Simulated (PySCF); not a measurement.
## Electronic structure of C4H10O3SSi (SMILES O=S(=O)(O)[C@H]1CC[SiH2]C1) in real space

```yaml
atoms:
  - { symbol: O, position_ang: [2.1394, -0.8780, 1.3238] }
  - { symbol: S, position_ang: [1.5631, 0.1475, 0.5129] }
  - { symbol: O, position_ang: [0.9924, 1.2788, 1.1913] }
  - { symbol: O, position_ang: [2.7258, 0.7476, -0.4586] }
  - { symbol: C, position_ang: [0.4561, -0.5118, -0.7449] }
  - { symbol: C, position_ang: [-0.4564, -1.4870, -0.0277] }
  - { symbol: C, position_ang: [-1.2628, -0.6899, 0.9994] }
  - { symbol: Si, position_ang: [-1.5521, 1.0071, 0.1787] }
  - { symbol: C, position_ang: [-0.3208, 0.6812, -1.2467] }
  - { symbol: H, position_ang: [3.1336, 1.5268, -0.0759] }
  - { symbol: H, position_ang: [1.1171, -0.9778, -1.4742] }
  - { symbol: H, position_ang: [-1.1243, -1.9555, -0.7554] }
  - { symbol: H, position_ang: [0.1385, -2.2674, 0.4508] }
  - { symbol: H, position_ang: [-0.6659, -0.5636, 1.9002] }
  - { symbol: H, position_ang: [-2.1678, -1.2261, 1.2783] }
  - { symbol: H, position_ang: [-1.3616, 2.2020, 0.9813] }
  - { symbol: H, position_ang: [-2.9036, 1.0274, -0.4161] }
  - { symbol: H, position_ang: [-0.8170, 0.4383, -2.1864] }
  - { symbol: H, position_ang: [0.3564, 1.5095, -1.4382] }
```

Geometry: GFN2-xTB.

All numbers below come from PBE0/pcSseg-1, SCF density, gas phase, non-relativistic in PySCF.

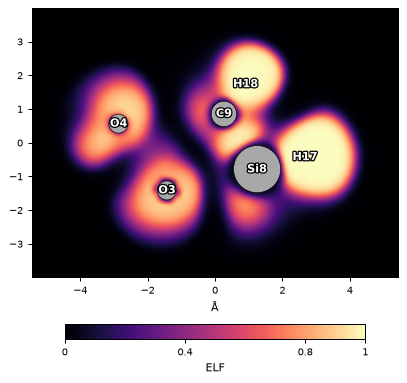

Figure 1. Electron localisation function on the plane of atoms Si8, C9 and H18. Grey discs cover the atomic cores.

What do the fields say about this system?

- Atoms in the plane: O, Si, C and H.
- C–Si (1.91 Å): the ELF peaks at about 0.95 between the atoms; a shared electron pair.
- C–H (1.09 Å): the ELF climbs to about 1 towards the hydrogen, as it does in any bond to H; a covalent bond by its length.
- The ELF also peaks beside O3 and O4, away from the bonds: lone-pair regions.

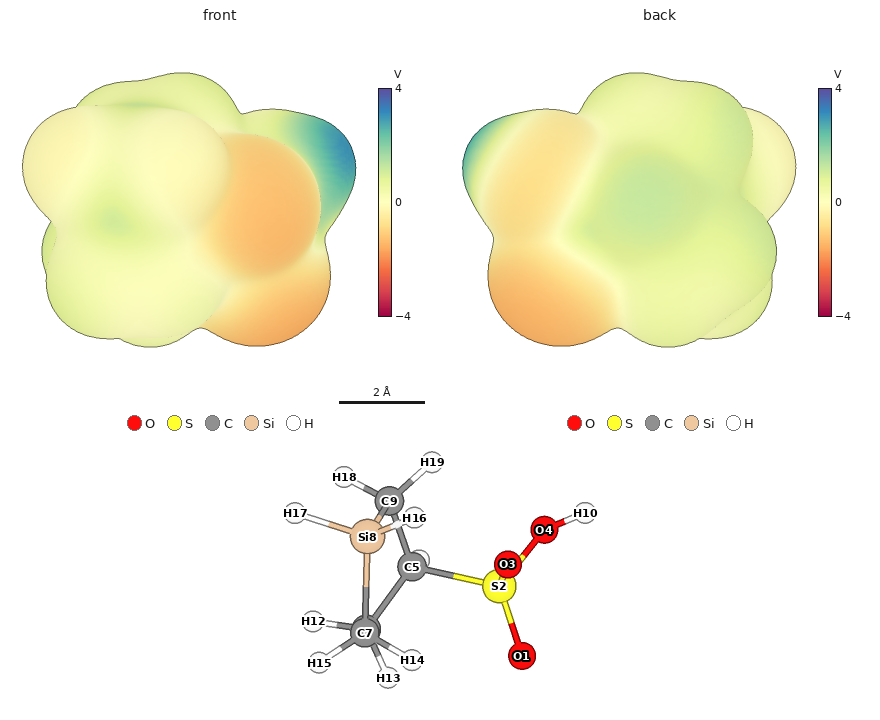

Figure 2. The molecular electrostatic potential painted on the density surface at 0.002 e/bohr³, seen from the front and from behind; the colour scale runs from red (negative) to blue (positive). The bare structure is drawn below in the same view.

Describe the electrostatic potential map.

The most negative region (about −1.5 V) lies over O1, the most positive (about +2.9 V) over H10. O1 is the likeliest acceptor of a hydrogen bond.

How polar is the molecule by this calculation?

Its dipole moment is 2.59 D.
